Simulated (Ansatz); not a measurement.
# Lattice dynamics of SiTe2 monolayer (1T), part 2 of 2

Aim: the phonons of SiTe2 monolayer (1T) at a cell relaxed beforehand at this level. After the zone centre comes a 6×6×1 q mesh on a 18×18×1 k mesh.

Ansatz 0.2.0; DFT LDA, scalar-relativistic, plane waves, PAW; PAW set soft_1.

So far. Step 2 (Zone-centre response): Before it was imposed, the acoustic sum rule was missed by 1.3e-4 eV/Å². Small misses are needed for a sound result but don't prove that mesh and cutoff are converged. The lowest optical mode is real, 84.2 cm⁻¹.

### Step 3. Phonons on a q mesh (continued)

The phonon density of states has structure finer than the step of the table below, so its rows give means over 20 cm⁻¹, whole bins alone (the curve runs from 2.5 to 318 cm⁻¹). Peaks (cm⁻¹: height): 57.5: 0.0684, 87.5: 0.0878, 112.5: 0.152, 237.5: 0.064, 297.5: 0.0364.

Tetrahedra on a 24×24×1 mesh, mean over bins of 5 cm-1. Interpolated from a 6×6×1 q mesh. The phonon density of states by wavenumber; means over each step:

```csv
wavenumber (cm⁻¹),phonon density of states (1/cm⁻¹/cell)
20,0.0144
40,0.0246
60,0.0455
80,0.0458
100,0.0831
120,0.0649
140,0.0165
160,4.3e-4
180,0
200,0.00165
220,0.0189
240,0.0454
260,0.0339
280,0.0181
300,0.0264
```

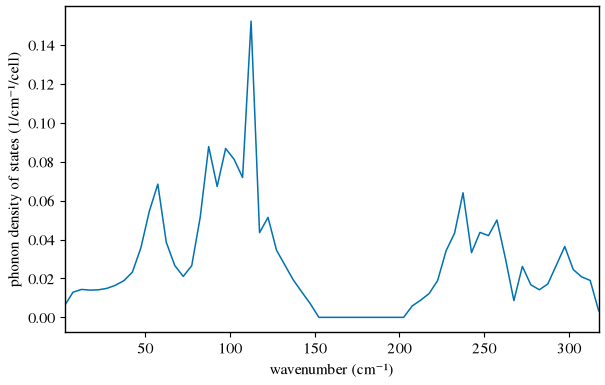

Phonon density of states, plotted against wavenumber.

The partial phonon density of states has structure finer than the step of the table below, so its rows give means over 20 cm⁻¹, whole bins alone (the curve runs from -10 to 335 cm⁻¹). Peaks (cm⁻¹: height): Si 239.5: 0.0566, 254.7: 0.0427, 274.2: 0.0215, 298.1: 0.0337; Te 57.3: 0.0648, 87.6: 0.0805, 98.5: 0.0939, 113.7: 0.129.

Phonopy on the run's constants, 17x17x1 mesh, Gaussian sigma 2.5 cm-1. Interpolated from a 6×6×1 q mesh. Partial phonon density of states against wavenumber; means over each step; values in 1/cm⁻¹/cell:

```csv
wavenumber (cm⁻¹),Si,Te
0,5.3e-4,0.00455
20,0.00156,0.0127
40,0.00233,0.0220
60,0.00367,0.0417
80,0.00103,0.0459
100,0.00113,0.0783
120,9.4e-4,0.0669
140,1.1e-4,0.0164
160,0,2.8e-4
180,0,0
200,0.00150,1.6e-4
220,0.0174,0.00169
240,0.0413,0.00374
260,0.0309,0.00304
280,0.0168,0.00133
300,0.0251,0.00113
320,0.00569,2.1e-4
```

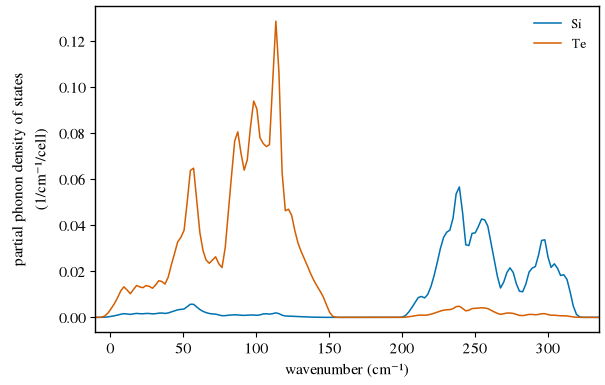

Partial phonon density of states, plotted against wavenumber.

Harmonic thermodynamic functions per atom, from the density of states. Interpolated from a 6×6×1 q mesh. Thermodynamic functions, by row:

```csv
T (K),F_vib (meV/atom),S (J/mol-atom/K),C_V (J/mol-atom/K)
0,26.88,0,0
100,19.04,16.93,17.36
200,-6.27,30.87,22.28
300,-43.38,40.21,23.66
400,-88.78,47.1,24.19
500,-140.5,52.53,24.45
600,-197.3,57,24.59
700,-258.4,60.8,24.68
800,-323.2,64.1,24.74
900,-391.2,67.02,24.78
1000,-462,69.63,24.81
```

Symmetry leaves 7 wavevectors to solve. The lowest mode among them, the acoustic zeros apart, lies at q = (0, 0.167, 0) and is real, 11.7 cm⁻¹.

### Step 4. Another isotope, element Si, natural mass 28.085 amu

An isotope changes the mass and not the force constants, so no new electronic calculation is needed; the shifts show which modes move this element.

The same force constants with the mass of Si changed from 28.085 to 29.974 u (phonopy, no LO-TO term). Both lists are sorted by frequency; levels can cross, so a row need not hold one and the same mode. Modes under 3 cm⁻¹ are left out. Isotope shifts, by row:

```csv
q,rank,natural mass (cm⁻¹),changed mass (cm⁻¹)
0 0 0,4,84.23,84.23
0 0 0,5,84.23,84.23
0 0 0,6,148.7,148.7
0 0 0,7,205.4,199.5
0 0 0,8,205.4,199.5
0 0 0,9,302.6,293.9
0 0.1667 0,1,11.66,11.62
0 0.1667 0,2,30.95,30.85
0 0.1667 0,3,61.75,61.65
0 0.1667 0,4,86.9,86.89
0 0.1667 0,5,103,103
0 0.1667 0,6,140,139.9
0 0.1667 0,7,219.8,213.4
0 0.1667 0,8,244,236.7
0 0.1667 0,9,275.4,267.6
0 0.3333 0,1,43.77,43.6
0 0.3333 0,2,47.2,47.07
0 0.3333 0,3,78.54,78.53
0 0.3333 0,4,89.7,89.67
0 0.3333 0,5,114.8,114.7
0 0.3333 0,6,128,128
0 0.3333 0,7,231.7,224.9
0 0.3333 0,8,251.8,244.6
0 0.3333 0,9,296.9,287.8
0 -0.5 0,1,52.35,52.22
0 -0.5 0,2,67.43,67.16
0 -0.5 0,3,85.67,85.67
0 -0.5 0,4,101.6,101.6
0 -0.5 0,5,115.7,115.6
0 -0.5 0,6,122.6,122.6
0 -0.5 0,7,239.5,232.4
0 -0.5 0,8,248.7,241.6
0 -0.5 0,9,316.2,306.4
```

A mode of this element alone would shift by -3.20 %. The highest zone-centre frequency without the field goes from 302.6 to 293.9 cm⁻¹ (-2.9 %). The product of the frequency ratios over all optical modes at Γ is 0.916; the product rule, (m/m′)^(3k/2) (M′/M)^(3/2) with k = 1 such atoms and M the mass of the cell, gives 0.916.

### Step 5. Isotope substitution, element Te, natural mass 127.6 amu

The same for Te, from 127.60 to 129.91 u.

A mode of this element alone would shift by -0.89 %. The highest zone-centre frequency without the field goes from 302.6 to 302.3 cm⁻¹ (-0.1 %). The product of the frequency ratios over all optical modes at Γ is 0.971; the product rule, (m/m′)^(3k/2) (M′/M)^(3/2) with k = 2 such atoms and M the mass of the cell, gives 0.971.

### Step 6. Results

```yaml
space_group_within_0p01_a: P-3m1
area_per_atom: 3.98 Å²
electronic_character: no gap on this mesh
highest_optical_mode_at_the_zone_centre_no_lo_to_term: 303 cm⁻¹
lowest_optical_zone_centre_mode: 84.2 cm⁻¹
lowest_mode_on_the_q_mesh_acoustic_modes_at_gamma_apart: 11.7 cm⁻¹
highest_frequency_on_the_path_or_at_a_solved_wavevector: 316 cm⁻¹
zero_point_energy_per_atom: 26.9 meV
heat_capacity_at_300_k: 23.7 J/(mol atoms K)
vibrational_entropy_at_300_k: 40.2 J/(mol atoms K)
imaginary_modes_on_the_6x6x1_q_mesh: none
```

**Reading.** The structure is a minimum as far as tested: no mode is imaginary at the 7 irreducible wavevectors of the 6×6×1 mesh, and the softest away from the acoustic zeros lies at 12 cm⁻¹. The optical modes at Γ span 84 to 303 cm⁻¹. The highest mode in this list at Γ, 302.6 cm⁻¹, is mostly motion of Si (90 % of the kinetic energy). On the path and the mesh, the widest gap between branches runs from 149 to 205 cm⁻¹. With no gap, or one that is small against the smearing, the frequencies hang on the k mesh and the smearing, most of all near Kohn anomalies. In a sheet or slab the interpolated bending branch near Γ is rough, since the rotational sum rule isn't imposed. Spin-orbit coupling is left out, which can matter for the heavy elements here. The PAW files were made for PBE and serve the other functionals too. A phonon run warned that its eigensolver left some bands unconverged in a pass. The starting cell was built on a prototype and not taken from a measurement. These are harmonic frequencies at zero temperature: anharmonic shifts, linewidths and thermal expansion are left out.

[Logs are printed without paths, hosts, clocks, repeated set-up lines and the standing remarks that a program may print on its own settings, such as how far it seeks lower states.]

[Hosts, paths, dates, database ids (printed as entryN), source tags and the programs' standing remarks are cut or masked in the printed files.]
